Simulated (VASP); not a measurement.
Band structure of Cu₃Pd (ordered alloy cell). Level of theory: PBEsol GGA, VASP's PBE PAW potentials (set 64) (plane waves; VASP).

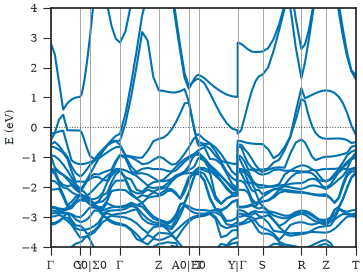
Fig. 1. Bands along high-symmetry lines, zero at the valence-band maximum or, without a gap, the Fermi level

Read the plot: is there a gap, and where are the band edges?

It has no gap at this level: it comes out as a metal or semimetal. (Edges off the drawn lines would not show.)

The structure was generated: Cu3Pd was put into an ordered model structure (Cmmm), which need not be its known phase. It was relaxed first. The electron count is odd and the run is not spin-polarised, which forces a metal.
